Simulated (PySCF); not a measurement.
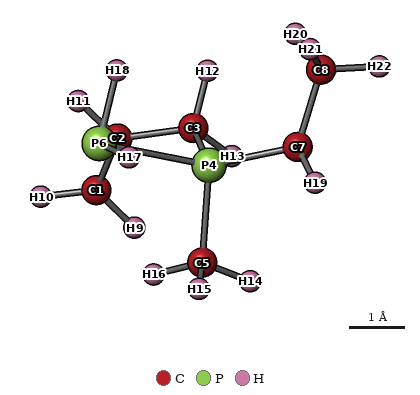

Figure 1. The structure (ball-and-stick view, seen at a tilt; atoms are numbered from 1 in the order of the input).

# What a change does: NMR shielding calculation on C6H14P2

System: C6H14P2, SMILES C=CC[P@](C)(P)=CC.
Method of run A: GIAO PBE0/pcSseg-1 NMR shielding, non-relativistic, gas phase (PySCF 2.14.0).

The geometry comes from this level: GFN2-xTB. Text and figures count atoms from 1; the logs count them from 0 in places.

The input, run A:
```
{"job": {"kind": "nmr", "xc": "PBE0", "basis": "pcSseg-1", "pop": false}, "charge": 0, "multiplicity": 1}
C      3.127809    -0.213742     0.312323
C      1.972739    -0.621637     0.808766
C      0.792139    -0.980706    -0.019877
P     -0.454491     0.386899    -0.080892
C      0.367933     1.685722    -1.056336
P     -0.196798     1.264853     2.011765
C     -1.781673    -0.181987    -1.021840
C     -2.637982    -1.307749    -0.493345
H      3.294578    -0.146518    -0.751178
H      3.956512     0.054801     0.944446
H      1.837922    -0.692864     1.882054
H      0.284587    -1.863330     0.377259
H      1.062563    -1.169063    -1.062385
H      0.392615     1.374177    -2.098678
H     -0.190654     2.616131    -0.966182
H      1.376363     1.833569    -0.671122
H     -1.383924     1.972902     1.848528
H     -0.875810     0.167904     2.539385
H     -2.371135     0.667714    -1.374923
H     -2.030691    -2.058946     0.010060
H     -3.418785    -0.980551     0.198501
H     -3.134226    -1.788192    -1.337181
```

The first line tells a small driver script what to run in PySCF; the rest is the geometry in Å.

Command:
```bash
OMP_NUM_THREADS=1 python <driver script> task.json out
```

Hardware: 1 CPU thread, shared host.

Output (run A):
```
coarse grid: 18448 points
cycle   1  E = -918.9323320140  dE =  7.854e-01  |g| = 5.797e-01  |ddm| = 4.168e+00
cycle   2  E = -918.7649964996  dE =  1.673e-01  |g| = 9.194e-01  |ddm| = 2.277e+00
cycle   3  E = -919.0115573587  dE = -2.466e-01  |g| = 2.062e-01  |ddm| = 1.936e+00
cycle   4  E = -919.0249908400  dE = -1.343e-02  |g| = 3.531e-02  |ddm| = 3.711e-01
cycle   5  E = -919.0252460920  dE = -2.553e-04  |g| = 1.475e-02  |ddm| = 5.296e-02
cycle   6  E = -919.0253078328  dE = -6.174e-05  |g| = 4.337e-03  |ddm| = 2.593e-02
cycle   7  E = -919.0253115365  dE = -3.704e-06  |g| = 1.750e-03  |ddm| = 5.198e-03
final grid: 166312 points
cycle   8  E = -919.0746589198  dE = -4.168e-05  |g| = 1.011e-02  |ddm| = 3.844e-02
cycle   9  E = -919.0746334519  dE =  2.547e-05  |g| = 1.384e-02  |ddm| = 2.672e-02
cycle  10  E = -919.0746839973  dE = -5.055e-05  |g| = 2.684e-03  |ddm| = 2.020e-02
cycle  11  E = -919.0746861254  dE = -2.128e-06  |g| = 2.496e-04  |ddm| = 4.372e-03
cycle  12  E = -919.0746861395  dE = -1.411e-08  |g| = 9.904e-05  |ddm| = 4.459e-04
cycle  13  E = -919.0746861419  dE = -2.471e-09  |g| = 3.348e-05  |ddm| = 1.511e-04
cycle  14  E = -919.0746861422  dE = -3.101e-10  |g| = 1.134e-05  |ddm| = 5.851e-05
converged SCF energy = -919.0746861422

GIAO shielding tensors (ppm)
atom      isotropic    diamagn.    paramagn.     s11        s22        s33       span
  0 C       60.114     253.722    -193.608    -53.146     75.580    157.909    211.054
  1 C       45.901     258.796    -212.896    -75.949     50.334    163.317    239.266
  2 C      148.201     255.781    -107.580    115.622    158.999    169.983     54.361
  3 P      337.275     967.958    -630.683    232.074    315.403    464.349    232.275
  4 C      172.536     256.646     -84.110    148.029    173.822    195.759     47.730
  5 P      498.966     968.718    -469.752    384.910    508.000    603.987    219.077
  6 C      138.904     258.306    -119.402    112.426    137.405    166.882     54.456
  7 C      173.000     246.659     -73.659    157.373    175.351    186.275     28.902
  8 H       26.303      31.852      -5.549     21.897     25.601     31.412      9.515
  9 H       26.134      28.440      -2.306     22.852     25.132     30.419      7.567
 10 H       25.850      32.005      -6.155     23.313     24.845     29.391      6.078
 11 H       28.495      33.605      -5.110     24.179     28.640     32.667      8.489
 12 H       29.590      34.562      -4.973     25.939     28.253     34.577      8.638
 13 H       30.495      32.580      -2.085     26.489     27.449     37.547     11.058
 14 H       30.322      32.058      -1.737     26.319     28.086     36.559     10.241
 15 H       30.121      33.285      -3.163     25.393     29.608     35.362      9.969
 16 H       30.099      32.089      -1.990     26.258     27.560     36.478     10.219
 17 H       29.462      32.255      -2.793     25.691     28.185     34.510      8.819
 18 H       30.112      34.158      -4.047     24.370     31.310     34.656     10.286
 19 H       30.391      31.916      -1.526     25.585     30.845     34.742      9.157
 20 H       29.768      29.398       0.370     24.267     27.817     37.218     12.951
 21 H       29.883      28.480       1.403     24.714     27.331     37.603     12.888
```

For run B the input was changed thus:
```diff
+"scf": {"guess": "huckel"
+"damp": 0.2}
```

What does this change do to the results?

Both reach the same energy, so the change doesn't alter the result. No shielding changes by as much as 0.05 ppm. The SCF takes 25 iterations against 14.

Output, shortened to warnings, some set-up lines, iterations and results (run B):
```
[...]
cycle   1  E = -915.9802381363  dE = -4.114e-01  |g| = 3.435e+00  |ddm| = 5.913e+00
cycle   2  E = -910.7496661016  dE =  5.231e+00  |g| = 4.083e+00  |ddm| = 1.742e+01
cycle   3  E = -869.6100535357  dE =  4.114e+01  |g| = 1.091e+01  |ddm| = 2.443e+01
cycle   4  E = -812.0809726788  dE =  5.753e+01  |g| = 1.203e+01  |ddm| = 2.904e+01
cycle   5  E = -780.9351157071  dE =  3.115e+01  |g| = 1.674e+01  |ddm| = 3.157e+01
[... 15 lines ...]
cycle  21  E = -919.0746860622  dE = -6.704e-07  |g| = 5.074e-04  |ddm| = 2.404e-03
cycle  22  E = -919.0746861331  dE = -7.083e-08  |g| = 1.708e-04  |ddm| = 8.720e-04
cycle  23  E = -919.0746861411  dE = -8.030e-09  |g| = 6.093e-05  |ddm| = 3.796e-04
cycle  24  E = -919.0746861422  dE = -1.125e-09  |g| = 1.492e-05  |ddm| = 1.313e-04
cycle  25  E = -919.0746861423  dE = -6.526e-11  |g| = 2.652e-06  |ddm| = 2.707e-05
converged SCF energy = -919.0746861423

GIAO shielding tensors (ppm)
atom      isotropic    diamagn.    paramagn.     s11        s22        s33       span
  0 C       60.114     253.722    -193.608    -53.146     75.579    157.910    211.056
  1 C       45.900     258.797    -212.896    -75.949     50.334    163.316    239.266
  2 C      148.199     255.781    -107.582    115.619    158.997    169.981     54.362
  3 P      337.274     967.958    -630.684    232.073    315.402    464.348    232.274
  4 C      172.536     256.646     -84.110    148.028    173.822    195.759     47.730
  5 P      498.967     968.718    -469.751    384.911    508.002    603.988    219.077
  6 C      138.905     258.306    -119.401    112.427    137.405    166.883     54.456
  7 C      173.000     246.659     -73.659    157.373    175.351    186.276     28.902
  8 H       26.303      31.852      -5.549     21.897     25.601     31.412      9.515
  9 H       26.134      28.440      -2.306     22.852     25.131     30.419      7.567
 10 H       25.850      32.005      -6.155     23.313     24.845     29.391      6.078
 11 H       28.495      33.605      -5.110     24.179     28.640     32.667      8.488
 12 H       29.590      34.562      -4.973     25.939     28.253     34.577      8.638
 13 H       30.495      32.580      -2.085     26.489     27.449     37.547     11.058
 14 H       30.322      32.058      -1.737     26.319     28.087     36.559     10.240
 15 H       30.121      33.285      -3.163     25.393     29.608     35.362      9.969
 16 H       30.099      32.089      -1.990     26.258     27.560     36.478     10.219
 17 H       29.462      32.255      -2.793     25.690     28.185     34.510      8.819
 18 H       30.112      34.158      -4.047     24.370     31.310     34.656     10.286
 19 H       30.391      31.916      -1.526     25.585     30.845     34.742      9.157
 20 H       29.768      29.398       0.370     24.267     27.817     37.218     12.951
 21 H       29.883      28.480       1.403     24.715     27.331     37.603     12.888
```

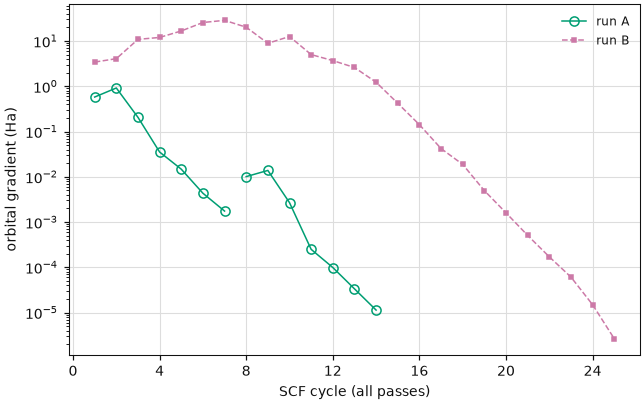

Figure 2. Convergence of the two runs: orbital gradient against the SCF cycle. A break in a curve parts two SCF passes (coarse and final grid). Run A takes 14 cycles in all, and run B takes 25.

The two runs side by side:

| quantity | run A | run B |
| --- | --- | --- |
| outcome | converged | converged |
| total energy (hartree) | −919.074686 | −919.074686 |
| HOMO (eV) | −4.92 | −4.92 |
| LUMO (eV) | −0.45 | −0.45 |
| dipole moment (D) | 1.07 | 1.07 |
| shielding of C2 (ppm) | 45.9 | 45.9 |
| shielding of C3 (ppm) | 148.2 | 148.2 |
| shielding of P4 (ppm) | 337.3 | 337.3 |
| shielding of C5 (ppm) | 172.5 | 172.5 |
| shielding of P6 (ppm) | 499.0 | 499.0 |
| shielding of C7 (ppm) | 138.9 | 138.9 |
| shielding of C8 (ppm) | 173.0 | 173.0 |
| SCF iterations | 14 | 25 |
| basis functions | 220 | 220 |
| wall time (shared host) | 74 s | 2 min |
